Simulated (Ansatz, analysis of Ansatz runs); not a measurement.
## Can an added electron hop between V atoms in VSeO4 (P2_1/c)?

Aim: the energy barrier that a trapped electron meets when it moves from one V atom to another one nearby in VSeO4 (P2_1/c). The model is a cell of 48 host atoms.

Main program and level: Ansatz 0.2.0; plane-wave PAW DFT, PBEsol+U; relaxation of all atoms of a supercell at fixed charge in a uniform background; PAW set soft_1.

## Step 1: The structure

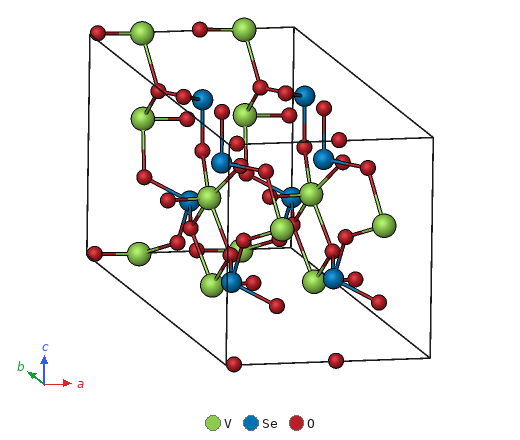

Start, viewed slightly off an axis; vanadium green, selenium blue, oxygen red. Bonds to atoms that aren't drawn are left out. Some periodic images of atoms are drawn too.

The cell holds 48 atoms: 8 V, 8 Se and 32 O. Cell: a = 7.761 Å, b = 9.863 Å, c = 8.016 Å, α = 90.0°, β = 99.4°, γ = 90.0°. It derives from VSeO4 (space group P2_1/c). Nearest the centre at fractional (0.242, 0.504, 0.196): O18 at 0.33 Å, V26 at 1.94 Å, V2 at 1.94 Å, O14 at 2.44 Å, O10 at 2.54 Å, O22 at 2.59 Å, O36 at 2.62 Å, O12 at 2.96 Å.

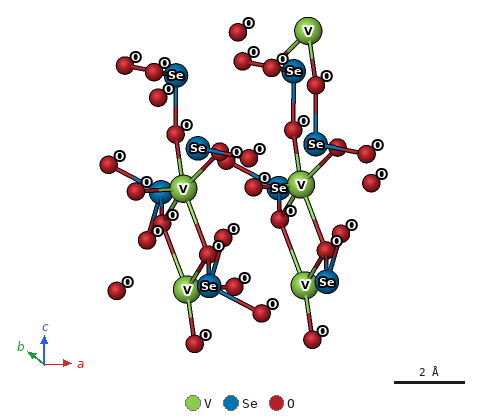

The atoms within 5 Å of the centre. Bonds to atoms that aren't drawn are left out.

Hubbard terms: V d 4.0 eV. They were chosen, not fitted, to curb self-interaction in the shells named, the trial site's among them. The two sites are V2 and V26. The cell's shortest repeat is 7.8 Å. The host's moments were started antiferromagnetic in the unit cell, high spin; both sites carry the same spin direction.

## Step 2: The cell without the carrier

The neutral cell is relaxed first, from small random displacements, so that bond lengths and moments with the carrier can be set beside those of a relaxed cell without it.

The input, neutral.relax/input.yaml:

```yaml
crystal:
  lattice:
    - [7.76124563, 0.0, -0.02878868]
    - [0.0, 9.8632129, 0.0]
    - [-1.28652943, 0.0, 7.91242888]
  atoms:
    - { symbol: V, position: [0.007771, 0.004354, 0.303916], spin: 1.0 }
    - { symbol: V, position: [0.492229, 0.504354, 0.196084], spin: 1.0 }
    - { symbol: V, position: [0.492228, 0.995646, 0.696084], spin: -1.0 }
    - { symbol: V, position: [0.007772, 0.495646, 0.803916], spin: -1.0 }
    - { symbol: Se, position: [0.0956, 0.790794, 0.035291] }
    - { symbol: Se, position: [0.4044, 0.290794, 0.464709] }
    - { symbol: Se, position: [0.4044, 0.209206, 0.964709] }
    - { symbol: Se, position: [0.0956, 0.709206, 0.535291] }
    - { symbol: O, position: [0.490051, 0.871245, 0.496699] }
    - { symbol: O, position: [0.009949, 0.371245, 0.003301] }
    - { symbol: O, position: [0.009948, 0.128755, 0.503301] }
    - { symbol: O, position: [0.490052, 0.628755, 0.996699] }
    - { symbol: O, position: [0.431851, 0.166573, 0.173822] }
    - { symbol: O, position: [0.068149, 0.666573, 0.326178] }
    - { symbol: O, position: [0.068148, 0.833427, 0.826178] }
    - { symbol: O, position: [0.431852, 0.333427, 0.673822] }
    - { symbol: O, position: [0.217132, 0.992818, 0.302101] }
    - { symbol: O, position: [0.282868, 0.492818, 0.197899] }
    - { symbol: O, position: [0.282867, 0.007182, 0.697899] }
    - { symbol: O, position: [0.217133, 0.507182, 0.802101] }
    - { symbol: O, position: [0.436642, 0.885627, 0.101119] }
    - { symbol: O, position: [0.063358, 0.385627, 0.398881] }
    - { symbol: O, position: [0.063357, 0.114373, 0.898881] }
    - { symbol: O, position: [0.436643, 0.614373, 0.601119] }
    - { symbol: V, position: [0.507771, 0.004354, 0.303916], spin: 1.0 }
    - { symbol: V, position: [0.992229, 0.504354, 0.196084], spin: 1.0 }
    - { symbol: V, position: [0.992228, 0.995646, 0.696084], spin: -1.0 }
    - { symbol: V, position: [0.507772, 0.495646, 0.803916], spin: -1.0 }
    - { symbol: Se, position: [0.5956, 0.790794, 0.035291] }
    - { symbol: Se, position: [0.9044, 0.290794, 0.464709] }
    - { symbol: Se, position: [0.9044, 0.209206, 0.964709] }
    - { symbol: Se, position: [0.5956, 0.709206, 0.535291] }
    - { symbol: O, position: [0.990051, 0.871245, 0.496699] }
    - { symbol: O, position: [0.509949, 0.371245, 0.003301] }
    - { symbol: O, position: [0.509948, 0.128755, 0.503301] }
    - { symbol: O, position: [0.990052, 0.628755, 0.996699] }
    - { symbol: O, position: [0.931851, 0.166573, 0.173822] }
    - { symbol: O, position: [0.568149, 0.666573, 0.326178] }
    - { symbol: O, position: [0.568148, 0.833427, 0.826178] }
    - { symbol: O, position: [0.931852, 0.333427, 0.673822] }
    - { symbol: O, position: [0.717132, 0.992818, 0.302101] }
    - { symbol: O, position: [0.782868, 0.492818, 0.197899] }
    - { symbol: O, position: [0.782867, 0.007182, 0.697899] }
    - { symbol: O, position: [0.717133, 0.507182, 0.802101] }
    - { symbol: O, position: [0.936642, 0.885627, 0.101119] }
    - { symbol: O, position: [0.563358, 0.385627, 0.398881] }
    - { symbol: O, position: [0.563357, 0.114373, 0.898881] }
    - { symbol: O, position: [0.936643, 0.614373, 0.601119] }
basis:
  ecutwfc: 420
  xc_grid: 2
hamiltonian:
  xc: pbesol
  hubbard:
    sites: [{ species: V, l: d, u_eff: 4.0 }]
    projectors: ortho-atomic
  pseudopotentials: { kind: paw, azcp: { folder: soft_1 }, xc_functional: pbe }
kpoints:
  mp_grid: { grid: [1, 1, 1] }
magnetization:
  spin_polarized: true
  initial_magnetization: 0
  spin_locking: { lock_magnetization: hard }
scf:
  occupations: { method: fermi_dirac, width: 0.01 }
  max_iter: 120
  lower_state_search: "off"
output:
  forces: true
relax:
  f_tol: 0.02
  max_steps: 70
  random_displacement: { amplitude: 0.04, seed: 1626 }
checkpoint:
  write: "../neutral.relax.run"
  compress: false
  write_wavefunctions: true
  write_every: 100000
```

Started as:

```sh
> ansatz run input.yaml --threads 32 --pin off --max-ram 84787MiB --backend cuda --events-out ev --progress --plain --runs-dir out --max-vram 78GiB
```

Numbers of over 12 decimals in the logs are rounded to 6 here.

The program printed:

```text
[... repeated set-up lines and file paths are left out, and long positions are rounded to six places ...]
Engine: ansatz 0.2.0, aarch64-unknown-linux-gnu
Pseudopotentials: kind: paw
Pseudopotential: V, paw, valence charge 13, recommended cutoff 420 eV (normal), soft_1/V.paw.azcp
Pseudopotential: Se, paw, valence charge 16, recommended cutoff 420 eV (normal), soft_1/Se.paw.azcp
Pseudopotential: O, paw, valence charge 6, recommended cutoff 420 eV (normal), soft_1/O.paw.azcp
Functional definition: PBEsol
  exchange = pbesol_x
  correlation = pbesol_c
[...]
Crystal: 48 atoms, lattice volume = 605.338 Å³
Basis set: ecut = 420 eV, 11813 PW (Γ), exchange–correlation on 108×144×108 points (8 copies of the dense FFT grid, shifted against one another)
Bands: 260, of which v1, the nominal top of the filled ones, is band 212 counted from 1 (211 counted from 0)
Symmetry: 1 space group operations
k-points: 1
Non-local potential: V, projectors of the file, l = 0: 3, l = 1: 2, l = 2: 3, l = 3: 1
Non-local potential: Se, projectors of the file, l = 0: 2, l = 1: 2, l = 2: 3, l = 3: 1
Non-local potential: O, projectors of the file, l = 0: 2, l = 1: 2, l = 2: 1
PAW form: soft (Blöchl's): semilocal exchange-correlation on the pseudo side does not see the compensation charge
PAW frozen core: V, regenerated for the run's functional, and the local potential with it (the file was generated under x = pbe(κ = 0.804, μ = 0.219515), c = pbe(β = 0.066725))
[...]
Internal energy: -84389.451541 eV  (E = F + TS)
E sigma→0 (E₀):  -84389.451541 eV
Fermi energy:    7.620778 (↑ 7.620771, ↓ 7.620785) eV
--- Per-component energies (eV) ---
  E_band       = -6012.101688
  E_kinetic    = 8587.467719
  E_local      = -46623.142662  (includes V_loc(G=0)·N_el)
  E_nonlocal   = -479.759555
  E_hartree    = 20908.152979
  E_xc         = -3829.277135
  E_vxc        = -4754.953312  (∫ρ·V_xc dr)
  E_hubbard    = 25.754567  (on-site DFT+U / exact-exchange correction)
  E_vhub       = 1.112372  (the Hubbard potential's part of the band-sum identity)
  E_paw        = -30484.904619  (= ΣΔE_a)
  E_vpaw       = -4559.166144  (= ΣTr[D̂ρ^β])
  E_aug_tail   = 0.029880  (compensation charges beyond the density's cutoff)
  E_ewald      = -32504.166977
  E_core_change = 10.394262  (= ΣΔE_core)
  E_smearing   = -0.000000  (= −TS)
  E_closure    = -0.000000  (closes the sum)
  Σ components = -84389.451541   (vs F -84389.451541, Δ=0.00e0)
--- Forces (eV/Å), atoms counted from 1 ---
  atom   1  V     -0.00687451    -0.00246819     0.01074234
  atom   2  V      0.00706891     0.00379214    -0.01459128
  [... 4 atoms left out ...]
  [... 42 more lines of this table ...]
  max |Σ_I F_I| component: 1.11e-4 eV/Å
--- Band table (eV) ---
  k-point 0 ↑: bands = ["-58.2581", "-58.2579", "-58.2575", "-58.2571", "-57.1806", "-57.1802", "-57.1801", "-57.1793", "-42.8387", [... rest cut ...]
  k-point 0 ↓: bands = ["-58.2581", "-58.2577", "-58.2575", "-58.2568", "-57.1806", "-57.1805", "-57.1801", "-57.1796", "-42.8389", [... rest cut ...]
Occupation matrices written to <dir>
--- Relaxed structure (5 steps of the walk, 5 accepted, 0 SCFs on fresh bases) ---
  F+E_penalty+E_count = -84389.45154093 eV   max|allowed force component| = 1.468e-2 eV/Å
  atoms:
    - { symbol: V, position: [0.008170, 0.005636, 0.304158] }
    - { symbol: V, position: [0.489872, 0.505581, 0.195135] }
    [... 4 atoms left out ...]
  [... 42 more lines of this table ...]
[key lines of the parts left out:]
SCF converged after 11 iterations
Magnetization: 0.0000 μB (212.0000 up, 212.0000 down)
Free energy (F): -84389.451541 eV
```

Wall time 4.3 s (1 × NVIDIA GB200 with 32 threads of Arm Neoverse V2, shared host); peak memory 1.1 GiB; 17 s of CPU time.

The largest displacement from an ideal site is 0.138 Å.

## Step 3: The electron on the first site

The nearest neighbour or neighbours of the site start displaced and the site's starting moment is changed by the carrier's spin, since a carrier doesn't trap itself in the undistorted lattice.

The input, A.relax/input.yaml:

```yaml
crystal:
  lattice:
    - [7.76124563, 0.0, -0.02878868]
    - [0.0, 9.8632129, 0.0]
    - [-1.28652943, 0.0, 7.91242888]
  atoms:
    - { symbol: V, position: [0.00817, 0.005636, 0.304158], spin: 1.0 }
    - { symbol: V, position: [0.489872, 0.505581, 0.195135], spin: 2.0 }
    - { symbol: V, position: [0.489919, 0.995139, 0.695181], spin: -1.0 }
    - { symbol: V, position: [0.007954, 0.495174, 0.804125], spin: -1.0 }
    - { symbol: Se, position: [0.091969, 0.79284, 0.033531] }
    - { symbol: Se, position: [0.405875, 0.292927, 0.465758] }
    - { symbol: Se, position: [0.405936, 0.207895, 0.965738] }
    - { symbol: Se, position: [0.09193, 0.707915, 0.533517] }
    - { symbol: O, position: [0.487898, 0.872395, 0.498351] }
    - { symbol: O, position: [0.010025, 0.372388, 0.000944] }
    - { symbol: O, position: [0.010272, 0.12844, 0.500992] }
    - { symbol: O, position: [0.487853, 0.628364, 0.998256] }
    - { symbol: O, position: [0.436226, 0.16842, 0.176641] }
    - { symbol: O, position: [0.061752, 0.668355, 0.322624] }
    - { symbol: O, position: [0.061635, 0.832342, 0.822629] }
    - { symbol: O, position: [0.436069, 0.332415, 0.676659] }
    - { symbol: O, position: [0.21468, 0.97948, 0.299183] }
    - { symbol: O, position: [0.267877, 0.478679, 0.200023] }
    - { symbol: O, position: [0.283368, 0.021053, 0.70013] }
    - { symbol: O, position: [0.214458, 0.521259, 0.799095] }
    - { symbol: O, position: [0.432892, 0.888796, 0.095513] }
    - { symbol: O, position: [0.064923, 0.388859, 0.403788] }
    - { symbol: O, position: [0.065163, 0.111932, 0.903772] }
    - { symbol: O, position: [0.432821, 0.612011, 0.595538] }
    - { symbol: V, position: [0.508032, 0.005665, 0.304089], spin: 1.0 }
    - { symbol: V, position: [0.98986, 0.505578, 0.19525], spin: 1.0 }
    - { symbol: V, position: [0.98993, 0.995167, 0.695226], spin: -1.0 }
    - { symbol: V, position: [0.508061, 0.495174, 0.804038], spin: -1.0 }
    - { symbol: Se, position: [0.592043, 0.792841, 0.033485] }
    - { symbol: Se, position: [0.905873, 0.29282, 0.465874] }
    - { symbol: Se, position: [0.906, 0.207864, 0.965843] }
    - { symbol: Se, position: [0.59199, 0.707902, 0.533418] }
    - { symbol: O, position: [0.987876, 0.8724, 0.498352] }
    - { symbol: O, position: [0.510021, 0.372375, 0.000815] }
    - { symbol: O, position: [0.509873, 0.12841, 0.500899] }
    - { symbol: O, position: [0.987845, 0.62838, 0.998423] }
    - { symbol: O, position: [0.936308, 0.168415, 0.176764] }
    - { symbol: O, position: [0.566392, 0.678323, 0.330635] }
    - { symbol: O, position: [0.562002, 0.832396, 0.822604] }
    - { symbol: O, position: [0.936003, 0.332361, 0.676747] }
    - { symbol: O, position: [0.714585, 0.97965, 0.299198] }
    - { symbol: O, position: [0.783285, 0.479523, 0.200007] }
    - { symbol: O, position: [0.783394, 0.021386, 0.699944] }
    - { symbol: O, position: [0.714604, 0.521254, 0.799124] }
    - { symbol: O, position: [0.932886, 0.888827, 0.095652] }
    - { symbol: O, position: [0.565055, 0.388828, 0.40367] }
    - { symbol: O, position: [0.565075, 0.111968, 0.903637] }
    - { symbol: O, position: [0.932754, 0.612006, 0.595559] }
total_charge: -1
basis:
  ecutwfc: 420
  xc_grid: 2
hamiltonian:
  xc: pbesol
  hubbard:
    sites: [{ species: V, l: d, u_eff: 4.0 }]
    projectors: ortho-atomic
  pseudopotentials: { kind: paw, azcp: { folder: soft_1 }, xc_functional: pbe }
kpoints:
  mp_grid: { grid: [1, 1, 1] }
magnetization:
  spin_polarized: true
  initial_magnetization: 1
  spin_locking: { lock_magnetization: hard }
scf:
  occupations: { method: fermi_dirac, width: 0.01 }
  max_iter: 120
  lower_state_search: "off"
output:
  forces: true
relax:
  f_tol: 0.015
  max_steps: 70
  escape_saddle: false
checkpoint:
  write: "../A.relax.run"
  compress: false
  write_wavefunctions: true
  write_every: 100000
```

The program printed:

```text
[...]
Crystal: 48 atoms, lattice volume = 605.338 Å³
Basis set: ecut = 420 eV, 11813 PW (Γ), exchange–correlation on 108×144×108 points (8 copies of the dense FFT grid, shifted against one another)
Bands: 261, of which v1, the nominal top of the filled ones, is band 213 counted from 1 (212 counted from 0)
Symmetry: 1 space group operations
[...]
k-points: 1
[...]
Starting moments: Σ|m| = 9 μB on 8 of 48 sites
[...]
SCF iter   1: F=—  HF=-84405.338851 eV  |Δ(HF+E_count)|=         —  Δρ=7.28e-2 (↑7.28e-2 ↓6.79e-2)  dr2=2.24e2  dr2_m=2.65e0  M=1.000 μB ∫|m|=14.515 μB  Hψ=1636
[...]
spin=Collinear: Kerker preconditioning applied to the charge; magnetization (m = ρ↑ − ρ↓) channel mixes plain (no charge-response kernel on spin).
SCF iter   2: F=—  HF=-84389.080599 eV  |Δ(HF+E_count)|=    1.63e1  Δρ=3.95e-2 (↑3.95e-2 ↓3.79e-2)  dr2=4.85e1  dr2_m=1.64e0  M=1.000 μB ∫|m|=12.695 μB  Hψ=1041
SCF iter   3: F=—  HF=-84383.300521 eV  |Δ(HF+E_count)|=    5.78e0  Δρ=2.27e-2 (↑2.26e-2 ↓2.27e-2)  dr2=1.98e1  dr2_m=5.91e-1  M=1.000 μB ∫|m|=12.979 μB  Hψ=788
[...]
SCF iter  20: F=-84380.781767 eV  HF=-84380.781768 eV  |Δ(HF+E_count)|=   3.30e-6  Δρ=1.43e-5 (↑1.43e-5 ↓1.13e-5)  dr2=3.15e-6  dr2_m=1.63e-7  M=1.000 μB ∫|m|=11.831 μB  Hψ=1368
SCF 1 converged in 20 iterations: F = -84380.781767 eV  dr2 = 3.15e-6
[...]
relax step   1: F+E_penalty+E_count = -84380.78176713 eV  Δ(F+E_penalty+E_count) = +0.000e0 eV  max|allowed force component| = 2.624e0 eV/Å  Δτ_max = 0.0000 Å  (20 SCF iters, dr2 threshold 5.63e-6 eV, accepted)
[...]
relax step   2: F+E_penalty+E_count = -84381.08064128 eV  Δ(F+E_penalty+E_count) = -2.989e-1 eV  max|allowed force component| = 1.810e0 eV/Å  Δτ_max = 0.1198 Å  (11 SCF iters, dr2 threshold 1.00e-4 eV, accepted)
relax step   3: F+E_penalty+E_count = -84381.25521421 eV  Δ(F+E_penalty+E_count) = -1.746e-1 eV  max|allowed force component| = 6.570e-1 eV/Å  Δτ_max = 0.1253 Å  (12 SCF iters, dr2 threshold 1.00e-4 eV, accepted)
relax step   4: F+E_penalty+E_count = -84381.29256969 eV  Δ(F+E_penalty+E_count) = -3.736e-2 eV  max|allowed force component| = 2.540e-1 eV/Å  Δτ_max = 0.0463 Å  (11 SCF iters, dr2 threshold 5.68e-5 eV, accepted)
relax step   5: F+E_penalty+E_count = -84381.30229146 eV  Δ(F+E_penalty+E_count) = -9.722e-3 eV  max|allowed force component| = 6.496e-2 eV/Å  Δτ_max = 0.0305 Å  (12 SCF iters, dr2 threshold 8.50e-6 eV, accepted)
relax step   6: F+E_penalty+E_count = -84381.30388883 eV  Δ(F+E_penalty+E_count) = -1.597e-3 eV  max|allowed force component| = 3.120e-2 eV/Å  Δτ_max = 0.0097 Å  (11 SCF iters, dr2 threshold 2.76e-7 eV, accepted)
relax step   7: F+E_penalty+E_count = -84381.30445866 eV  Δ(F+E_penalty+E_count) = -5.698e-4 eV  max|allowed force component| = 2.156e-2 eV/Å  Δτ_max = 0.0071 Å  (11 SCF iters, accepted)
relax step   8: F+E_penalty+E_count = -84381.30226415 eV  Δ(F+E_penalty+E_count) = +2.195e-3 eV  max|allowed force component| = 9.175e-2 eV/Å  Δτ_max = 0.0180 Å  (16 SCF iters, rejected (line search))
[...]
SCF iter   3: F=—  HF=-84381.302159 eV  |Δ(HF+E_count)|=   2.31e-3  Δρ=4.31e-4 (↑4.28e-4 ↓4.31e-4)  dr2=1.38e-3  dr2_m=3.10e-4  M=1.000 μB ∫|m|=11.924 μB  Hψ=737
[...]
SCF iter   5: F=—  HF=-84381.300665 eV  |Δ(HF+E_count)|=   3.12e-3  Δρ=4.50e-5 (↑4.50e-5 ↓4.50e-5)  dr2=2.07e-5  dr2_m=4.17e-6  M=1.000 μB ∫|m|=11.927 μB  Hψ=658
[...]
SCF iter  14: F=—  HF=-84381.304737 eV  |Δ(HF+E_count)|=   2.03e-7  Δρ=2.45e-6 (↑2.44e-6 ↓2.45e-6)  dr2=1.04e-7  dr2_m=8.47e-9  M=1.000 μB ∫|m|=11.929 μB  Hψ=853
[...]
SCF iter  16: F=-84381.304737 eV  HF=-84381.304737 eV  |Δ(HF+E_count)|=   1.19e-8  Δρ=1.16e-6 (↑1.16e-6 ↓1.13e-6)  dr2=2.51e-8  dr2_m=2.08e-9  M=1.000 μB ∫|m|=11.929 μB  Hψ=1391
SCF 9 converged in 16 iterations: F = -84381.304737 eV  dr2 = 2.51e-8
relax step   9: F+E_penalty+E_count = -84381.30473688 eV  Δ(F+E_penalty+E_count) = -2.782e-4 eV  max|allowed force component| = 9.650e-3 eV/Å  Δτ_max = 0.0059 Å  (16 SCF iters, accepted)
[...]
NSCF: frozen V_eff on 1 k-points
[...]
SCF converged after 16 iterations
[...]
Magnetization: 1.0000 μB (213.0000 up, 212.0000 down)
Absolute magnetization: 11.9534 μB (∫|ρ↑−ρ↓|, with the PAW one-centre terms)
[...]
Per-site moments (μB) at R_I (Å): [(0.726590, 0.673143), (1.394127, 0.758291), (-0.722666, 0.673182), [... 6 left out ...]
Free energy (F): -84381.304737 eV
[...]
Internal energy: -84381.304737 eV  (E = F + TS)
E sigma→0 (E₀):  -84381.304737 eV
Fermi energy:    8.039255 (↑ 8.076888, ↓ 7.624025) eV
[...]
--- Forces (eV/Å), atoms counted from 1 ---
  atom   1  V     -0.00499140    -0.00291665    -0.00266646
  atom   2  V      0.00046692    -0.00022939     0.00574857
  [... 4 atoms left out ...]
  [... 42 more lines of this table ...]
  max |Σ_I F_I| component: 2.47e-5 eV/Å
--- Band table (eV) ---
[...]
Occupation matrices written to <dir>
--- Relaxed structure (9 steps of the walk, 8 accepted, 0 SCFs on fresh bases) ---
  F+E_penalty+E_count = -84381.30473688 eV   max|allowed force component| = 9.650e-3 eV/Å
  atoms:
    - { symbol: V, position: [0.006361, 0.006369, 0.304105] }
    - { symbol: V, position: [0.508799, 0.503344, 0.200965] }
    [... 4 atoms left out ...]
  [... 42 more lines of this table ...]
```

It took 7.8 s on 1 × NVIDIA GB200 with 32 threads; peak memory 1.1 GiB.

Step by step:

```
step  energy less that of the first step (eV)  largest force component (eV/Å)
   1                                   0.0000                          2.6241
   2                                  -0.2989                          1.8104
   3                                  -0.4734                          0.6570
   4                                  -0.5108                          0.2540
   5                                  -0.5205                          0.0650
   6                                  -0.5221                          0.0312
   7                                  -0.5227                          0.0216
   8                                  -0.5205                          0.0918
   9                                  -0.5230                          0.0097
```

Relaxation step 8 was tried and not accepted.

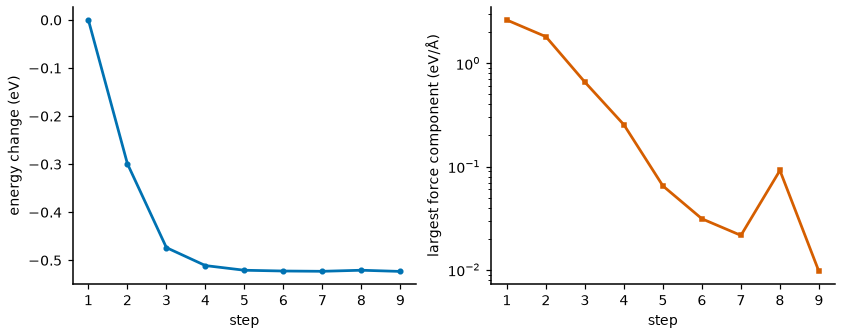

Energy and largest force along the relaxation.

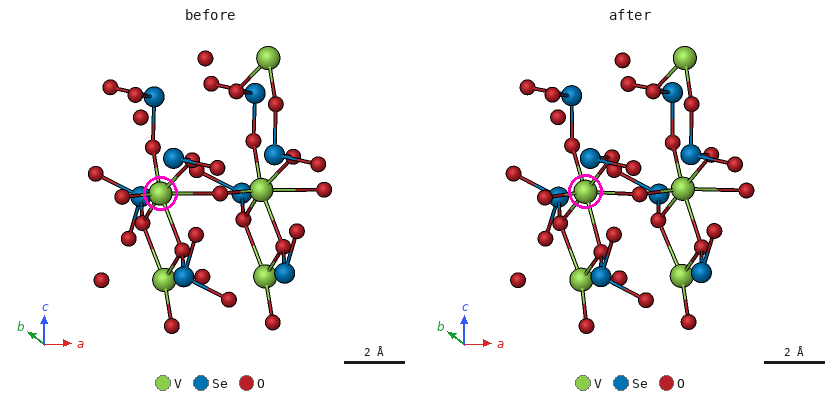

Before and after: the atoms that start within 5 Å of the centre. V26, which moves most, is ringed if it is among them. Bonds to atoms that aren't drawn are left out.

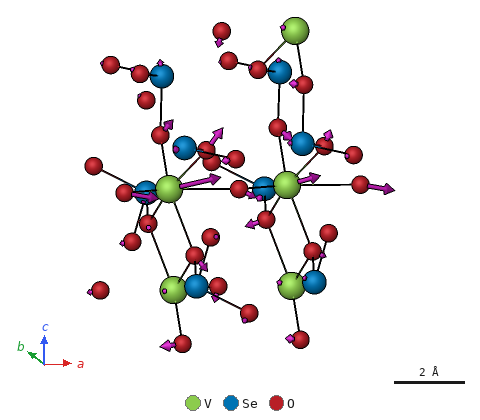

Displacements in the relaxation near the centre, exaggerated; the longest in the cell stands for 0.27 Å. Bonds to atoms that aren't drawn are left out.

The atoms that moved most (Å):

```
atom      dx      dy      dz  length
 V26   0.261  -0.023   0.062   0.269
 O42   0.171  -0.043  -0.020   0.177
  V2   0.139  -0.022   0.046   0.148
 O22   0.056  -0.018   0.115   0.129
 O40  -0.102   0.013  -0.015   0.104
 O14   0.068   0.034   0.053   0.093
 O12  -0.071   0.037  -0.043   0.091
 O38   0.030  -0.080  -0.024   0.089
```

The moves above count from the input, in which the site's nearest neighbours were already displaced; the distances below compare with the cell without the carrier.

Distances from V2 without and with the electron:

```
atom  without (Å)  with (Å)
 O18         1.63      1.84
 O38         1.94      1.95
 O12         1.99      2.08
 O46         2.03      2.04
 O34         2.06      2.09
```

The largest changes of the moments are 0.67 μB on V2, 0.21 μB on V26 and -0.07 μB on O42. The largest part sits on the chosen site.

(Part 1 of 2 ends here.)

[Logs are printed without paths, hosts, clocks, repeated set-up lines and the standing remarks that a program may print on its own settings, such as how far it seeks lower states.]

[Hosts, paths, dates, database ids (printed as entryN), source tags and the programs' standing remarks are cut or masked in the printed files.]
